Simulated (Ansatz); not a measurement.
**Run report: CH$_{8}$BP, geometry relaxation (part 2 of 2)**

Continued. System: CH$_{8}$BP. Method: RKS LDA/def2-SVP (Ansatz 0.2.0). It belongs to a series of runs on one base structure; here: end point A relaxed.

Geometry of the input (Å):
```
B  0.0075  -0.0468  0.4722
C  0.0013  0.4094  1.9847
H  -0.9592  0.2848  2.5243
H  0.8457  0.0309  2.5962
H  0.1629  1.5167  1.8993
H  1.0646  -0.2428  -0.1087
H  -1.0136  0.0032  -0.1992
P  -0.3109  -3.1159  0.7749
H  -0.8353  -2.8016  -0.5303
H  1.0502  -3.0186  0.3126
H  -0.3317  -1.7381  1.1888
```

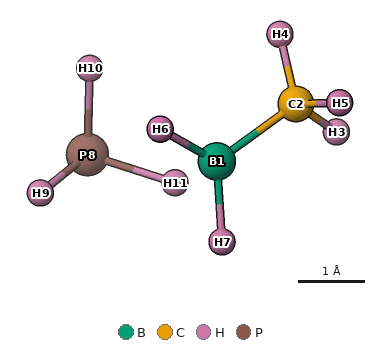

Figure 1. The geometry at step 15 of the log (ball-and-stick view, seen at a tilt; atoms are numbered from 1 in the order of the input).

Trajectory as extended XYZ, continued:
```
11
Properties=species:S:1:pos:R:3:forces:R:3 step=6 energy=-11072.67288
B    -0.0259   -0.2227    0.5395    0.0042   0.0309   0.0465
C     0.0131    0.3888    1.9803    0.0087  -0.0004   0.0125
H    -0.9286    0.3379    2.5658   -0.0015  -0.0049  -0.0073
H     0.8704    0.0826    2.6151   -0.0008   0.0000  -0.0029
H     0.1726    1.4747    1.7529    0.0018   0.0021   0.0069
H     1.0244   -0.4075   -0.0566    0.0079  -0.0143  -0.0285
H    -1.0475   -0.1306   -0.1252   -0.0291  -0.0056  -0.0320
P    -0.3106   -3.0374    0.6813   -0.0149  -0.0318   0.0189
H    -0.7535   -2.6261   -0.6221   -0.0001   0.0090  -0.0243
H     1.0761   -2.8931    0.3327    0.0205  -0.0044   0.0025
H    -0.4090   -1.6853    1.2509    0.0034   0.0194   0.0077
11
Properties=species:S:1:pos:R:3:forces:R:3 step=7 energy=-11072.67379
B    -0.0376   -0.2207    0.5346   -0.0033   0.0009   0.0552
C     0.0167    0.3851    1.9788   -0.0024  -0.0123  -0.0313
H    -0.9183    0.3326    2.5745   -0.0055  -0.0026  -0.0084
H     0.8807    0.0761    2.6026    0.0064  -0.0042  -0.0008
H     0.1745    1.4706    1.7519    0.0034   0.0262   0.0123
H     1.0086   -0.4095   -0.0699   -0.0164   0.0007  -0.0208
H    -1.0666   -0.1280   -0.1227    0.0118   0.0000   0.0000
P    -0.3212   -3.0320    0.6755    0.0045  -0.0159  -0.0217
H    -0.7170   -2.6030   -0.6394    0.0132  -0.0049   0.0128
H     1.0804   -2.9060    0.3732   -0.0199  -0.0019   0.0112
H    -0.4188   -1.6838    1.2556    0.0082   0.0139  -0.0085
11
Properties=species:S:1:pos:R:3:forces:R:3 step=8 energy=-11072.67448
B    -0.0553   -0.2186    0.5305    0.0090  -0.0103   0.0692
C     0.0233    0.3822    1.9769   -0.0076  -0.0236  -0.0518
H    -0.9015    0.3263    2.5883   -0.0006   0.0013  -0.0112
H     0.8981    0.0694    2.5836    0.0018  -0.0017  -0.0019
H     0.1773    1.4686    1.7522    0.0028   0.0280   0.0145
H     0.9814   -0.4095   -0.0900   -0.0211   0.0076  -0.0165
H    -1.0935   -0.1234   -0.1125    0.0134   0.0032   0.0098
P    -0.3400   -3.0273    0.6639    0.0723   0.0300  -0.0969
H    -0.6572   -2.5776   -0.6700    0.0312  -0.0276   0.0943
H     1.0824   -2.9266    0.4377   -0.0981  -0.0119   0.0159
H    -0.4334   -1.6822    1.2542   -0.0032   0.0051  -0.0254
11
Properties=species:S:1:pos:R:3:forces:R:3 step=9 energy=-11072.67523
B    -0.0571   -0.2169    0.5314    0.0131  -0.0031   0.0506
C     0.0244    0.3833    1.9768   -0.0021  -0.0126  -0.0277
H    -0.8997    0.3261    2.5892    0.0013   0.0007  -0.0086
H     0.9000    0.0688    2.5819   -0.0014   0.0005  -0.0017
H     0.1784    1.4708    1.7555    0.0015   0.0129   0.0099
H     0.9767   -0.4065   -0.0937   -0.0098   0.0024  -0.0165
H    -1.0962   -0.1215   -0.1087   -0.0032   0.0015   0.0008
P    -0.3418   -3.0283    0.6635    0.0523   0.0254  -0.0727
H    -0.6482   -2.5819   -0.6724    0.0199  -0.0215   0.0649
H     1.0806   -2.9326    0.4446   -0.0681  -0.0075   0.0154
H    -0.4356   -1.6800    1.2465   -0.0035   0.0012  -0.0144
11
Properties=species:S:1:pos:R:3:forces:R:3 step=10 energy=-11072.67650
B    -0.0775   -0.2152    0.5285    0.0264   0.0203  -0.0436
C     0.0358    0.3762    1.9742   -0.0274  -0.0281   0.0080
H    -0.8881    0.3344    2.5879    0.0083   0.0020   0.0170
H     0.9027    0.0237    2.5708    0.0067   0.0189   0.0010
H     0.2204    1.4617    1.7709    0.0091   0.0080  -0.0027
H     0.9402   -0.4013   -0.1254   -0.0171  -0.0027   0.0120
H    -1.1279   -0.1102   -0.0931    0.0019  -0.0034   0.0086
P    -0.3343   -3.0198    0.6658    0.0024   0.0075  -0.0122
H    -0.5925   -2.6083   -0.6882    0.0088  -0.0033   0.0102
H     1.0911   -2.8975    0.5072   -0.0135   0.0004   0.0069
H    -0.4885   -1.6624    1.2160   -0.0057  -0.0195  -0.0052
11
Properties=species:S:1:pos:R:3:forces:R:3 step=11 energy=-11072.67794
B    -0.0963   -0.2132    0.5260    0.0049   0.0187   0.0010
C     0.0487    0.3712    1.9725   -0.0045  -0.0223   0.0142
H    -0.8611    0.3261    2.6078    0.0202   0.0023   0.0027
H     0.9292    0.0154    2.5481   -0.0111   0.0136  -0.0108
H     0.2312    1.4584    1.7746   -0.0006  -0.0042  -0.0077
H     0.9046   -0.4016   -0.1507    0.0024   0.0045   0.0009
H    -1.1604   -0.1056   -0.0706   -0.0037   0.0110  -0.0075
P    -0.3496   -3.0141    0.6504    0.0550   0.0298  -0.0491
H    -0.5100   -2.6062   -0.7225    0.0100  -0.0131   0.0622
H     1.0866   -2.8944    0.5923   -0.0665  -0.0019   0.0088
H    -0.5414   -1.6548    1.1869   -0.0060  -0.0383  -0.0146
11
Properties=species:S:1:pos:R:3:forces:R:3 step=12 energy=-11072.67801
B    -0.1231   -0.2062    0.5199    0.0186   0.0701   0.0053
C     0.0659    0.3597    1.9697    0.0159  -0.0303   0.0236
H    -0.8250    0.3098    2.6321    0.0356   0.0012  -0.0136
H     0.9624   -0.0069    2.5151   -0.0427   0.0126  -0.0281
H     0.2485    1.4497    1.7847   -0.0089  -0.0200  -0.0160
H     0.8582   -0.3913   -0.1878   -0.0169  -0.0076   0.0210
H    -1.2000   -0.0724   -0.0522    0.0166  -0.0274   0.0156
P    -0.3607   -3.0134    0.6403    0.1775   0.1154  -0.1369
H    -0.4081   -2.6237   -0.7533    0.0143  -0.0426   0.1855
H     1.0813   -2.8762    0.7065   -0.2093  -0.0031  -0.0123
H    -0.6179   -1.6476    1.1399   -0.0008  -0.0682  -0.0442
11
Properties=species:S:1:pos:R:3:forces:R:3 step=13 energy=-11072.68051
B    -0.1223   -0.2013    0.5196    0.0170  -0.0015   0.0091
C     0.0703    0.3580    1.9698    0.0189   0.0030   0.0149
H    -0.8184    0.3039    2.6340    0.0220   0.0005  -0.0044
H     0.9683   -0.0110    2.5105   -0.0331   0.0150  -0.0250
H     0.2504    1.4496    1.7898   -0.0033  -0.0263  -0.0085
H     0.8555   -0.3953   -0.1901   -0.0111   0.0177   0.0116
H    -1.2023   -0.0815   -0.0475    0.0042   0.0180   0.0005
P    -0.3620   -3.0109    0.6404    0.1066   0.0900  -0.0705
H    -0.3953   -2.6310   -0.7520    0.0019  -0.0283   0.1038
H     1.0725   -2.8567    0.7186   -0.1081  -0.0111  -0.0010
H    -0.6351   -1.6424    1.1216   -0.0150  -0.0770  -0.0304
11
Properties=species:S:1:pos:R:3:forces:R:3 step=14 energy=-11072.68547
B    -0.1330   -0.1929    0.5190    0.0257   0.0051   0.0188
C     0.0852    0.3486    1.9702    0.0045  -0.0062  -0.0073
H    -0.7932    0.2939    2.6460   -0.0040  -0.0022   0.0178
H     0.9867   -0.0369    2.4915   -0.0063   0.0160  -0.0077
H     0.2717    1.4405    1.8012    0.0077  -0.0205  -0.0065
H     0.8325   -0.3843   -0.2065   -0.0010  -0.0032  -0.0053
H    -1.2175   -0.0588   -0.0358   -0.0177   0.0084   0.0027
P    -0.3540   -3.0133    0.6436   -0.0189   0.0855   0.0704
H    -0.3432   -2.6794   -0.7538    0.0056   0.0046  -0.0348
H     1.0614   -2.7940    0.7790    0.0067   0.0036   0.0055
H    -0.7150   -1.6421    1.0603   -0.0021  -0.0913  -0.0537
11
Properties=species:S:1:pos:R:3:forces:R:3 step=15 energy=-11072.69289
B    -0.1532   -0.1795    0.5196    0.0233  -0.0879   0.0550
C     0.1138    0.3305    1.9725   -0.0068  -0.0137  -0.0398
H    -0.7442    0.2747    2.6741   -0.0020  -0.0121   0.0091
H     1.0259   -0.0774    2.4578   -0.0125   0.0227  -0.0087
H     0.3090    1.4229    1.8197    0.0192  -0.0123   0.0033
H     0.7867   -0.3804   -0.2378   -0.0313   0.0206  -0.0077
H    -1.2520   -0.0263   -0.0060   -0.0091   0.0204   0.0194
P    -0.3446   -3.0081    0.6483    0.0082   0.3127   0.1052
H    -0.2370   -2.7606   -0.7676    0.0314   0.0080   0.0539
H     1.0424   -2.6782    0.8978   -0.1732  -0.0049  -0.0438
H    -0.8654   -1.6364    0.9362    0.1528  -0.2535  -0.1460
11
Properties=species:S:1:pos:R:3:forces:R:3 step=16 energy=-11072.69808
B    -0.1679   -0.1672    0.5154    0.0542  -0.1558   0.0709
C     0.1400    0.3056    1.9707    0.0062   0.0128  -0.0388
H    -0.6984    0.2345    2.6941   -0.0051  -0.0247   0.0064
H     1.0639   -0.1193    2.4197   -0.0311   0.0443  -0.0147
H     0.3336    1.4024    1.8419    0.0267  -0.0465   0.0122
H     0.7455   -0.3534   -0.2778   -0.0425   0.0086  -0.0031
H    -1.2785    0.0023    0.0239   -0.0718   0.0346   0.0063
P    -0.3493   -2.9994    0.6688   -0.0004   0.6048   0.0489
H    -0.1314   -2.8357   -0.7514    0.0198  -0.0043   0.1283
H     0.9951   -2.5636    1.0058   -0.2541  -0.0654  -0.0780
H    -0.9712   -1.6249    0.8036    0.2981  -0.4084  -0.1383
11
Properties=species:S:1:pos:R:3:forces:R:3 step=17 energy=-11072.71799
B    -0.1760   -0.1672    0.5091    0.0532  -0.1504   0.0751
C     0.1478    0.2865    1.9670    0.0114   0.0392  -0.0401
H    -0.6823    0.2028    2.6995    0.0042  -0.0207  -0.0084
H     1.0779   -0.1401    2.4005   -0.0247   0.0280  -0.0116
H     0.3391    1.3850    1.8512    0.0140  -0.0404   0.0196
H     0.7247   -0.3474   -0.2994   -0.0401   0.0224  -0.0038
H    -1.2941    0.0166    0.0375   -0.0580   0.0320   0.0003
P    -0.3576   -2.9722    0.6907    0.0571   0.3399  -0.0616
H    -0.0874   -2.8548   -0.7249   -0.0047  -0.0368   0.1117
H     0.9689   -2.5149    1.0436   -0.1515  -0.0497  -0.0229
H    -0.9795   -1.6130    0.7397    0.1391  -0.1636  -0.0584
11
Properties=species:S:1:pos:R:3:forces:R:3 step=18 energy=-11072.72829
B    -0.1776   -0.2020    0.5212   -0.0810   0.0402  -0.0958
C     0.1574    0.2785    1.9670   -0.0160  -0.0414   0.0394
H    -0.6702    0.1897    2.7022    0.0200   0.0011   0.0038
H     1.0883   -0.1420    2.4022    0.0157   0.0040   0.0061
H     0.3468    1.3754    1.8468   -0.0113  -0.0354  -0.0029
H     0.7050   -0.3518   -0.3110   -0.0157  -0.0150  -0.0062
H    -1.3049    0.0056    0.0615    0.0502  -0.0036   0.0413
P    -0.3657   -2.9453    0.6887    0.1036   0.1840   0.0179
H    -0.0509   -2.8637   -0.7159   -0.0014  -0.0267   0.0334
H     0.9438   -2.4718    1.0675   -0.0816  -0.0702   0.0030
H    -0.9905   -1.5913    0.6844    0.0176  -0.0371  -0.0401
11
Properties=species:S:1:pos:R:3:forces:R:3 step=19 energy=-11072.74071
B    -0.2095   -0.1940    0.4909    0.0110  -0.0891  -0.0847
C     0.1808    0.2191    1.9467   -0.0067   0.0750   0.0549
H    -0.6197    0.0783    2.7068    0.0581   0.0123  -0.0407
H     1.1290   -0.2159    2.3300   -0.0056  -0.0038  -0.0248
H     0.3589    1.3220    1.8835   -0.0318  -0.0310   0.0321
H     0.6244   -0.3107   -0.3983   -0.0357   0.0336   0.0598
H    -1.3552    0.0588    0.0991    0.0375   0.0029   0.0092
P    -0.3803   -2.8496    0.7370    0.1169  -0.0279  -0.3121
H     0.0941   -2.9291   -0.6401   -0.0966   0.0259   0.3501
H     0.8900   -2.3847    1.2336   -0.0996   0.0229  -0.0577
H    -1.0308   -1.5128    0.5255    0.0524  -0.0208   0.0139
11
Properties=species:S:1:pos:R:3:forces:R:3 step=20 energy=-11072.74643
B    -0.2017   -0.1985    0.4870    0.0197   0.0136   0.0619
C     0.1867    0.2148    1.9444    0.0103   0.0347   0.0276
H    -0.6015    0.0449    2.7102    0.0322   0.0036  -0.0224
H     1.1507   -0.1975    2.3141   -0.0158   0.0003  -0.0148
H     0.3308    1.3230    1.8922   -0.0217  -0.0292   0.0156
H     0.6327   -0.2902   -0.3967    0.0446  -0.0427  -0.0360
H    -1.3409    0.0576    0.0961   -0.0740   0.0167  -0.0191
P    -0.3989   -2.8562    0.7392    0.0914   0.0511  -0.1312
H     0.0965   -2.9393   -0.6176   -0.0498  -0.0006   0.1226
H     0.8579   -2.3621    1.2345   -0.0334  -0.0238   0.0022
H    -1.0306   -1.5151    0.5111   -0.0035  -0.0236  -0.0063
11
Properties=species:S:1:pos:R:3:forces:R:3 step=21 energy=-11072.74302 accepted=F
B    -0.2020   -0.2043    0.4775    0.0247  -0.1120   0.0826
C     0.2149    0.1999    1.9329   -0.0523   0.0741  -0.1144
H    -0.5347   -0.0270    2.7189   -0.0333  -0.0278   0.0265
H     1.2099   -0.1687    2.2589    0.0202  -0.0309  -0.0032
H     0.2901    1.3144    1.9077    0.0082   0.0123   0.0080
H     0.6168   -0.3199   -0.4191    0.0288   0.0135  -0.0189
H    -1.3436    0.0514    0.0965   -0.0932   0.1004  -0.0024
P    -0.4290   -2.8396    0.7133    0.0612  -0.0692  -0.0586
H     0.1874   -2.8637   -0.5891   -0.0136  -0.0408   0.0468
H     0.7620   -2.3412    1.3483   -0.0591  -0.0053  -0.0264
H    -1.0903   -1.5200    0.4688    0.1085   0.0857   0.0599
11
Properties=species:S:1:pos:R:3:forces:R:3 step=22 energy=-11072.74875
B    -0.2041   -0.1960    0.4834   -0.0177   0.0091  -0.0268
C     0.1982    0.2129    1.9394    0.0077   0.0160  -0.0151
H    -0.5684    0.0066    2.7169    0.0039  -0.0006  -0.0072
H     1.1808   -0.1768    2.2828   -0.0119  -0.0016  -0.0040
H     0.3024    1.3257    1.9047   -0.0074  -0.0217   0.0057
H     0.6278   -0.3075   -0.4056   -0.0176   0.0014   0.0183
H    -1.3478    0.0735    0.0958    0.0397  -0.0171   0.0215
P    -0.4146   -2.8541    0.7221    0.0037   0.0097   0.0180
H     0.1380   -2.9221   -0.6048    0.0028   0.0060  -0.0080
H     0.8136   -2.3667    1.2865   -0.0076  -0.0091  -0.0001
H    -1.0442   -1.5143    0.4933    0.0044   0.0080  -0.0025
11
Properties=species:S:1:pos:R:3:forces:R:3 step=23 energy=-11072.74904
B    -0.2046   -0.1957    0.4795    0.0017  -0.0131   0.0047
C     0.2022    0.2096    1.9349    0.0016   0.0168  -0.0102
H    -0.5584   -0.0097    2.7147    0.0002  -0.0006  -0.0036
H     1.1894   -0.1747    2.2703   -0.0034  -0.0022  -0.0005
H     0.2950    1.3231    1.9086   -0.0011  -0.0084   0.0059
H     0.6223   -0.3066   -0.4125    0.0007   0.0033  -0.0011
H    -1.3486    0.0722    0.0989   -0.0032   0.0055   0.0016
P    -0.4210   -2.8489    0.7208    0.0075  -0.0057  -0.0028
H     0.1538   -2.9103   -0.5974    0.0029  -0.0032   0.0045
H     0.7983   -2.3691    1.3106   -0.0087  -0.0016  -0.0057
H    -1.0469   -1.5084    0.4863    0.0016   0.0093   0.0071
```

Key numbers:

- outcome: converged
- total energy: −11072.7491 eV
- mean-field energy: −11072.7491 eV
- largest force (length of the vector) at the end: 0.020 eV/Å
- hardware: 2 threads of Arm Neoverse N1, 24 GiB of memory available, shared host
- wall time: 35 s (CPU time 65 s)
- peak memory: 0.12 GiB
